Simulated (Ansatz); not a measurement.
## Si₂H₃ClO: single-point calculation

- system: Si₂H₃ClO
- method: RKS PBE0-D4/def2-TZVPP (Ansatz 0.2.0)

The geometry comes from this level: PBE0-D4/def2-TZVP.

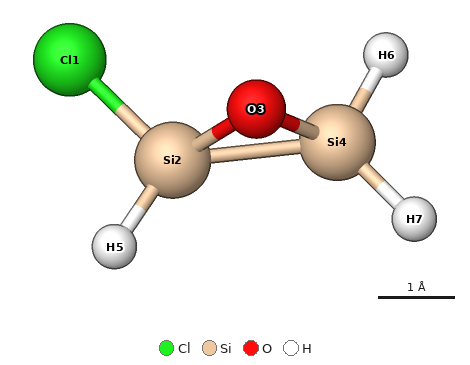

The structure as given in the input (ball-and-stick view, seen at a tilt; atoms are numbered from 1 in the order of the input). Bond lengths as drawn: Cl–Si 2.04 Å, H–Si 1.48 Å, O–Si 1.68 to 1.71 Å and Si–Si 2.19 Å.

Results in brief

| quantity | value |
| --- | --- |
| outcome | converged |
| total energy | −30364.7902 eV |
| mean-field energy | −30364.6340 eV |
| dispersion energy | −0.1562 eV |
| SCF solution under orbital rotations | stable |
| HOMO | −7.18 eV |
| LUMO | −1.18 eV |
| hardware | 2 threads of Arm Neoverse V1, 23 GiB of memory available, shared host |
| wall time | 3.6 s (CPU time 6.9 s) |
| peak memory | 0.45 GiB |

Input file
```yaml
crystal:
  periodic: [false, false, false]
  atoms:
    - {symbol: Cl, position_ang: [-2.627520, -0.578238, -0.336689]}
    - {symbol: Si, position_ang: [-0.744161, 0.106826, -0.725265]}
    - {symbol: O, position_ang: [0.477747, -0.991129, -0.394919]}
    - {symbol: Si, position_ang: [0.849084, 0.196997, 0.770367]}
    - {symbol: H, position_ang: [-0.748024, 0.620427, -2.110615]}
    - {symbol: H, position_ang: [0.679476, -0.257419, 2.170977]}
    - {symbol: H, position_ang: [2.174697, 0.834434, 0.580443]}
basis:
  gaussian: {orbitals: def2-TZVPP}
hamiltonian: {xc: pbe0, dispersion: d4}
output: {orbitals: {seedname: orbitals}}
```

Command:
```bash
ansatz run in.yaml --threads 2 --pin off --events-out ev --progress --plain --max-ram 4352MiB
```

Log
```
Functional definition: PBE0
  name "PBE0"
  cite "Adamo & Barone, J. Chem. Phys. 110, 6158 (1999) doi:10.1063/1.478522"
  cite "Perdew, Burke & Ernzerhof, Phys. Rev. Lett. 77, 3865 (1996) doi:10.1103/PhysRevLett.77.3865"
  parent pbe
  parameter a = 0.25
  parameter kappa = 0.804
  parameter beta = 0.06672455060314922
  exchange = (1 - a)*pbe_x(kappa = kappa, mu = beta*pi^2/3) + a*exact_x
  correlation = pbe_c(beta = beta)
1235 factors; their error is unknown
mean field evaluation 1: about -30359.2180 eV, gradient 5.6e1 eV
mean field evaluation 2: about -30335.4153 eV, gradient 1.2e2 eV
mean field evaluation 4: about -30364.5450 eV, gradient 3.5e0 eV
mean field evaluation 8: about -30364.5666 eV, gradient 4.8e-2 eV
mean field evaluation 16: about -30364.6340 eV, gradient 3.1e-5 eV
mean field -30364.63400346 eV, -1115.8797177389 hartree, gradient 3.1e-5 eV, S^2 0.000000; 0 other end points of the search recorded, 0 dependent functions left out
reference -30364.63403541 eV, -1115.8797189133 hartree; 28, 28 occupied and 171, 171 virtual orbitals, 1235 factors
Total energy: -30364.79024033 eV, -1115.8854593382 hartree
```

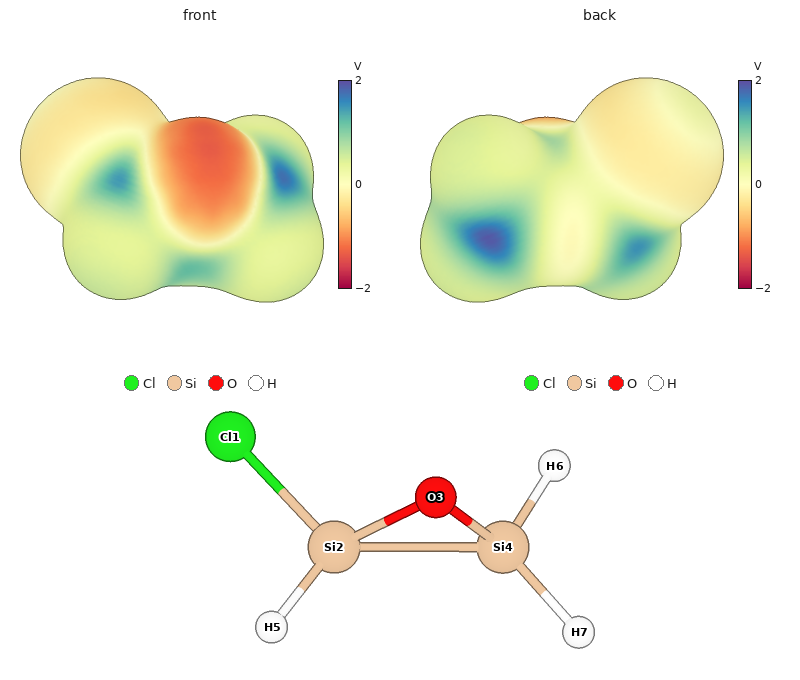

The electrostatic potential painted on the density surface at 0.002 e/bohr³, seen at a tilt and from behind; the colour scale runs from red (negative) to blue (positive). The bare structure is drawn below in the same view. A positive charge is drawn to the negative regions and a negative charge to the positive ones.

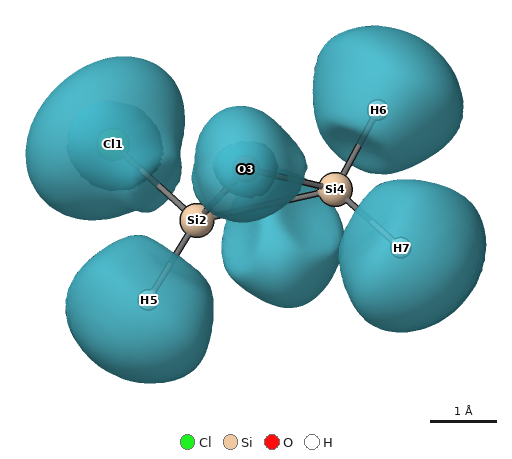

Isosurface of the ELF at 0.75 (cyan), seen at a tilt. Only the valence region is drawn (cores and ρ < 0.01 e/Å³ removed).

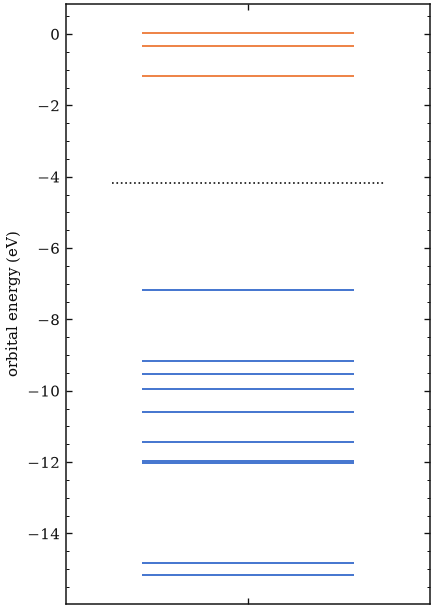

Orbital energies near the frontier; the dotted line parts filled from empty levels, and levels within 0.02 eV of each other stand side by side. Highest filled −7.18 eV, lowest empty −1.18 eV, 6.00 eV apart.
